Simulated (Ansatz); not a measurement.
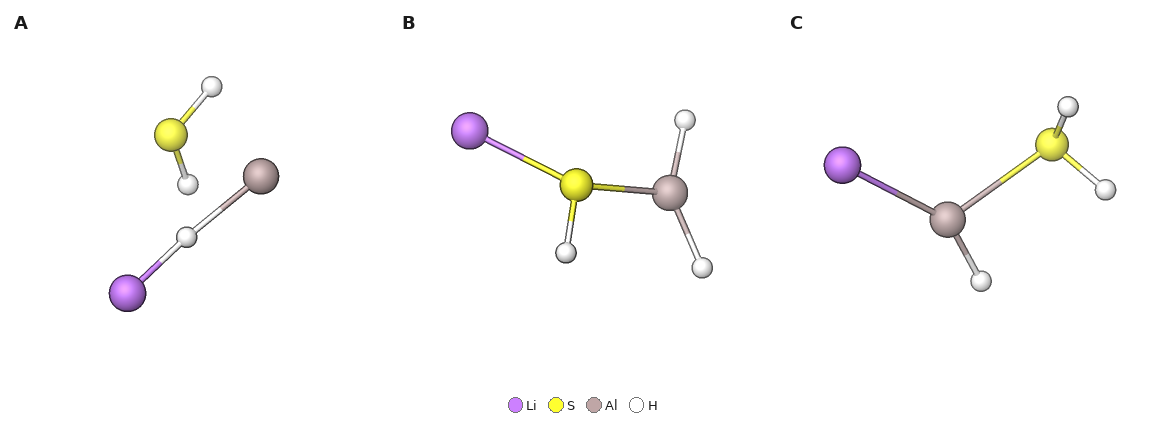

3 stationary structures of one formula. Charge +1, singlet. Geometries: PBE-D4/def2-SVP. Electronic energies: PBE-D4/def2-SVP (Ansatz 0.2.0), without zero-point energy. No frequency run is at hand to confirm each as a minimum.

**Rank them by energy, lowest first.**

B is lowest (C1); A lies 35.3 kcal/mol above it (C1), C lies 35.7 kcal/mol above it (C1).
